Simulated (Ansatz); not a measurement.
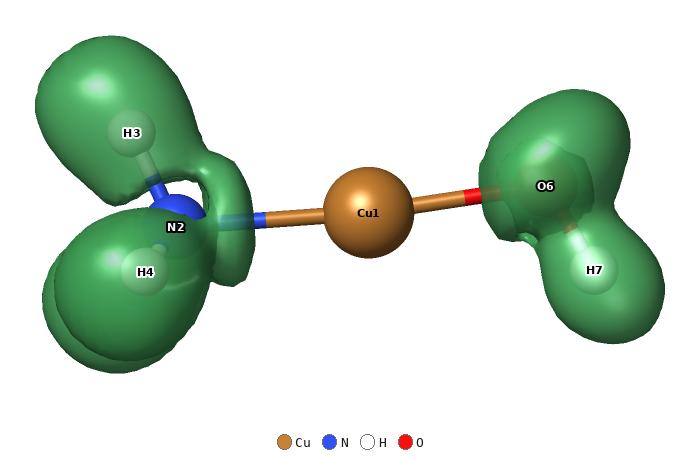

Figure. CuH4NO (Cu(NH3)(OH)). Isosurface of the electron localisation function at 0.75 (green), seen at a tilt. Only the valence region is drawn (cores and ρ < 0.01 e/Å³ removed).

Geometry: r2SCAN-D4/def2-TZVP.

These are results of Ansatz, RKS PBE0-D4/def2-TZVP, not measurements.

Input

```
crystal:
  periodic: [false, false, false]
  atoms:
    - {symbol: Cu, position_ang: [-0.033022, 0.060314, -0.689315]}
    - {symbol: N, position_ang: [-0.062211, 0.089116, 1.218326]}
    - {symbol: H, position_ang: [-0.492188, 0.945951, 1.561151]}
    - {symbol: H, position_ang: [0.875496, 0.042281, 1.610421]}
    - {symbol: H, position_ang: [-0.593154, -0.690600, 1.599727]}
    - {symbol: O, position_ang: [-0.078847, 0.152486, -2.457399]}
    - {symbol: H, position_ang: [0.383926, -0.599558, -2.842901]}
basis:
  gaussian: {orbitals: def2-TZVP, initial_orbitals: start.molden}
hamiltonian: {xc: pbe0, dispersion: d4}
scf: {omitted_lower_state_checks: [starts]}
output: {orbitals: {seedname: orbitals}}
```

Launched as:

```sh
ansatz run in.yaml --threads 4 --pin off --events-out ev --progress --plain --max-ram 3916MiB
```

### Where are the electrons localised?

The ELF exceeds this value in one joined region spread over several atoms (H, N), in which their bonds and any lone pairs are merged and one joined region spread over several atoms (H, O), in which their bonds and any lone pairs are merged. Profiles from the grid: Cu–O (1.77 Å): the ELF peaks at about 0.85 in the valence shell of O, 0.6 Å from its nucleus, and is about 0.25 at the midpoint. Cu–N (1.91 Å): the ELF peaks at about 0.95 in the valence shell of N, 0.6 Å from its nucleus, and is about 0.25 at the midpoint.
